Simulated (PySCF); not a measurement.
**CCl₂, SMILES `Cl[C]Cl`: what the electrons do**

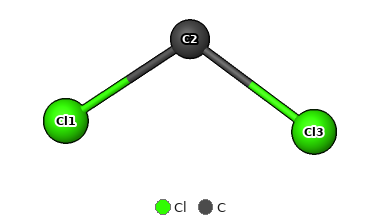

The molecule, with its atoms numbered as below. No frequency check shows the geometry to be a minimum.

Cartesian coordinates (Å):

```
Cl1      1.3938    0.1386    0.0000
C2      -0.0001   -0.7855    0.0000
Cl3     -1.3938    0.1386    0.0000
```

## 1. Bonding charge

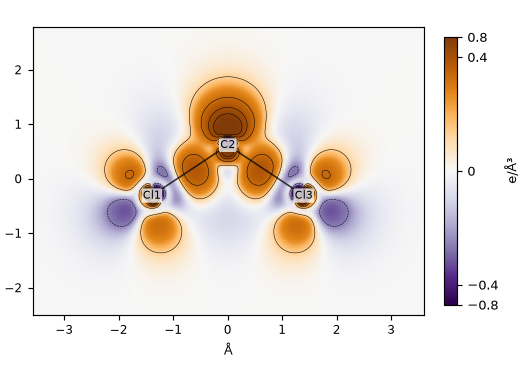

Deformation density (molecule less spherical, spin-averaged free atoms) in the molecular plane; colour scale in e/Å³, logarithmic beyond ±0.1; orange: gain, purple: loss.

PySCF calculation, ωB97X/cc-pVTZ, gas phase; geometry: GFN2-xTB.

**How much density has each bond in this plane gained at its critical point, relative to the free atoms?**

C2–Cl3 and Cl1–C2: +0.32 e/Å³ at the bond critical point (bond length 1.67 Å, Mayer order 1.3). In all, 0.7 electrons gather in the regions of gain relative to the promolecule.

## 2. Local ionisation energy

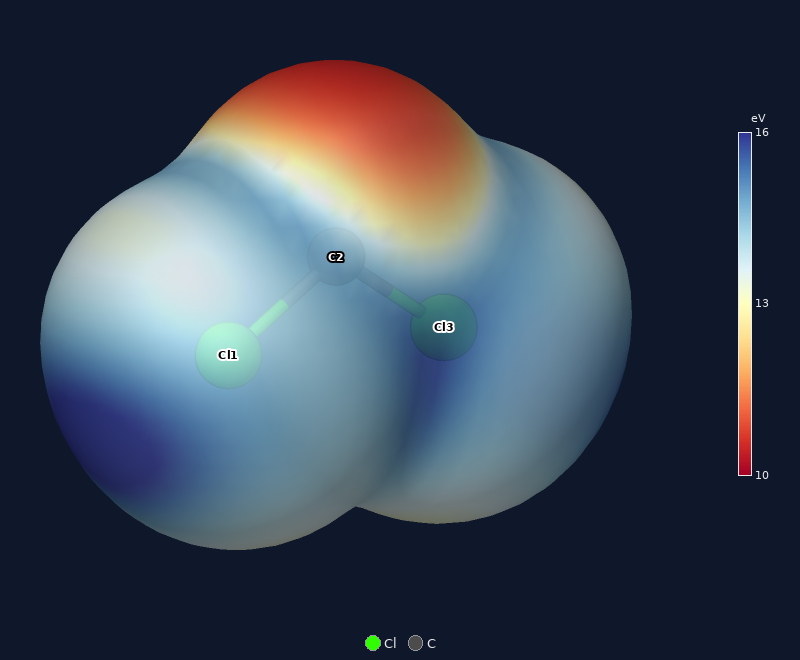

Average local ionisation energy on the surface of electron density 0.001 a.u.

**Where are the most loosely bound electrons on this surface?**

The lowest value is 10.5 eV, 2.1 Å from C2. Further minima include 13.2 eV, 2.1 Å from Cl3, and at like points elsewhere; 13.4 eV, 2.1 Å from Cl1, and at like points elsewhere. For comparison, the highest occupied orbital lies at −9.6 eV.

**What volume does the surface enclose, and what is the dipole moment?**

About 77 Å³; the dipole moment is 1.3 D.

## 3. Excited states

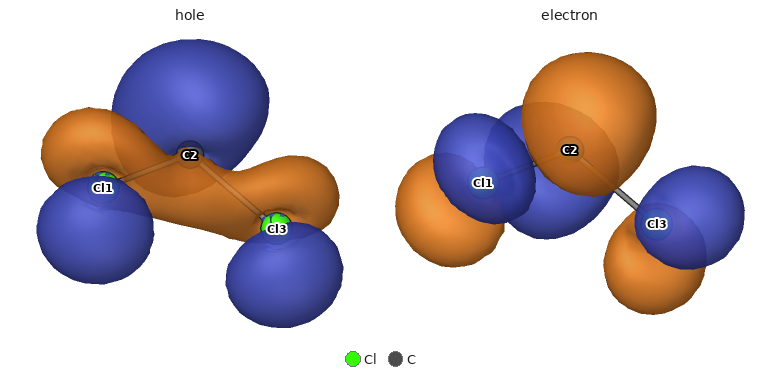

Leading natural transition orbital pair of S₁ (TDA singlet states); the surfaces enclose about 85 % of each orbital's density.

Method: CAM-B3LYP/def2-SVPD; geometry: GFN2-xTB; program: PySCF.

**Give its energy and the atoms that hole and electron lie on.**

2.35 eV (527 nm), f = 0.005; the leading pair carries 100 %; hole on C2 (56 %) and Cl1 and Cl3 (22 % each), electron on C2 (58 %) and Cl1 and Cl3 (21 % each); their centroids lie 0.2 Å apart. In canonical orbitals it is mainly HOMO → LUMO (99 %). The HOMO–LUMO gap is 6.55 eV.

## 4. Removing or adding an electron

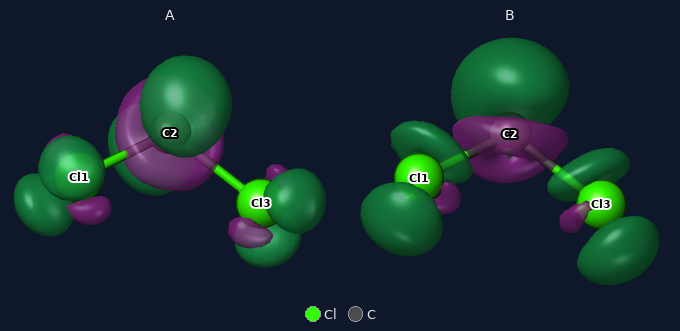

The two Fukui functions at ±0.04 e/Å³ (green positive, purple negative).

Method: B3LYP/6-311+G**; geometry: GFN2-xTB; program: PySCF.

**Which panel is f⁻ (electron removed) and which f⁺ (electron added)?**

A is f⁺, B is f⁻. f⁻ (Hirshfeld-condensed) is largest on C2 (0.35) and Cl1 and Cl3 (0.33 each); the vertical ionisation energy is 9.65 eV. f⁺ (Hirshfeld-condensed) is largest on C2 (0.39) and Cl1 and Cl3 (0.31 each); the vertical electron affinity is 1.11 eV (the stability of the anion's solution wasn't checked; the anion's highest orbital has positive energy, so this value and f⁺ depend on the basis).

**What chemical potential and hardness follow from the two energies?**

μ = −(I + A)/2 = −5.38 eV and η = I − A = 8.53 eV.

## 5. Localised orbitals

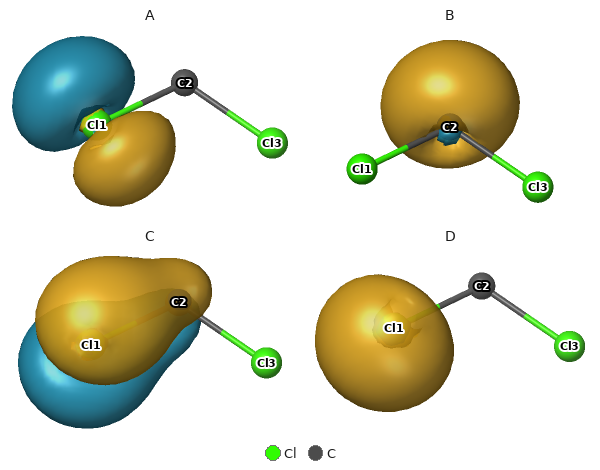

Intrinsic bond orbitals (IBO), occupied; each surface holds about 80 % of the orbital's density. Energies are diagonal elements of the Fock matrix.

Method: BP86/def2-TZVP; geometry: GFN2-xTB; program: PySCF.

**What does each orbital represent in a Lewis picture?**

By panel:
- A: lone pair on Cl1 (p-type) (Cl1 98 %; −9.3 eV)
- B: lone pair on C2 (sp0.5-type) (C2 100 %; −9.0 eV)
- C: lone pair on Cl1, partly donated to C2 (Cl1 86 %, C2 14 %; −9.8 eV)
- D: lone pair on Cl1 (s-type) (Cl1 100 %; −17.6 eV)
